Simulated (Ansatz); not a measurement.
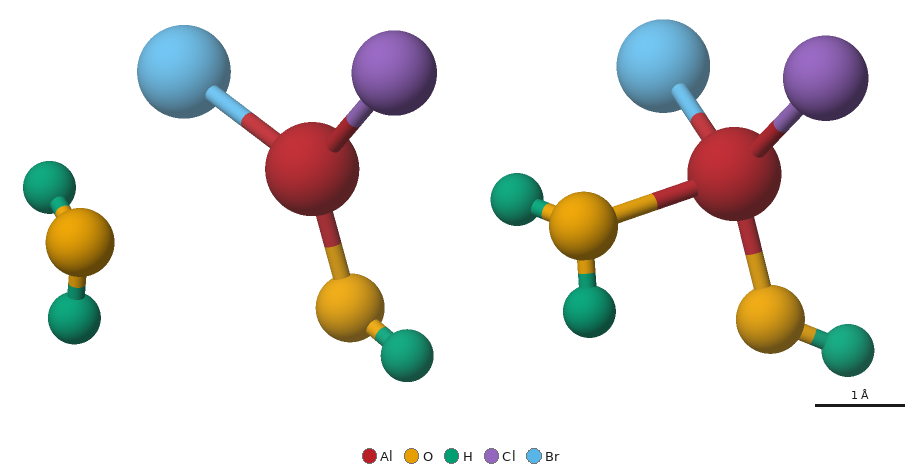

Two geometries of AlH3O2BrCl, drawn at one scale. One is the start of a relaxation, the other its converged end. The picture is a ball-and-stick view, seen face on.

All numbers below come from RKS r2SCAN-D4/def2-SVP in Ansatz. Settings: no spin polarisation; force threshold 0.03 eV/Å; at most 50 steps.

Question: Which of the two is the end point?

Answer: The right one is the relaxed one. The run prepares an end point of a later path (reaction) calculation, from a guessed geometry. The largest move after the best rigid fit is that of an H atom, 0.65 Å. By element the largest moves are H 0.65 Å, O 0.56 Å, Al 0.45 Å, Cl 0.34 Å, Br 0.26 Å. Near-neighbour distances that change, for instance: Al–O 2.957 → 1.955 Å, Al–H 3.242 → 2.354 Å, Al–Br 2.369 → 2.287 Å, Al–O 1.690 → 1.720 Å. New bonds form, among them: Al–O (2.96 → 1.96 Å). Bond angles that change, for instance: Cl–Al–O 124.1° → 118.9°, H–O–H 102.7° → 107.7°, Cl–Al–Br 119.5° → 115.9°. Groups turn about Al–O by about 65°. Over 11 accepted moves (13 points after the start) the energy falls by 0.994 eV. The largest force component goes from 1.1 to 0.011 eV/Å. The line search rejected the trial steps at points 10, 12 of the run.

Limits of the set-up: the start holds two separate molecules, 2.8 Å apart at their closest, whose relative position is a soft coordinate.
